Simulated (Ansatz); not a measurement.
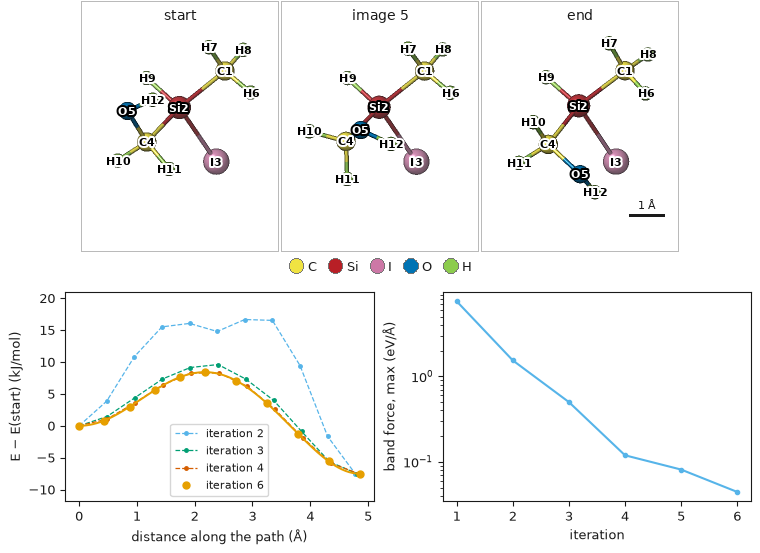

NEB run on C2H7IOSi. Images are numbered from 0 (start) to 10 (end). The plot follows the band through its iterations. A ball-and-stick model, seen from a free direction.

The calculation used RKS PBE-D4/def2-SVP in Ansatz 0.2.0. Settings: 9 movable images; climbing image; force threshold 0.05 eV/Å; iteration limit 6; starting path through a guess of the saddle point.

Question: Judge this run.

Answer: The run is converged, with reservations. The band converged in 6 iterations. The largest component of the band force went from 7.6 to 0.044 eV/Å. The climbing image converged on the top of the path. Its curvatures weren't checked. The iteration limit was low. The first iteration put the highest image at 158.2 kJ/mol. The highest point, image 5, lies 8.4 kJ/mol above the start and 15.9 kJ/mol above the end; the end is at −7.5 kJ/mol relative to the start.

The run took 4.2 min on 2 threads of Intel(R) Xeon(R) Platinum 8259CL CPU @ 2.50GHz (Skylake/Cascade Lake) (shared host), peak memory 0.2 GiB.
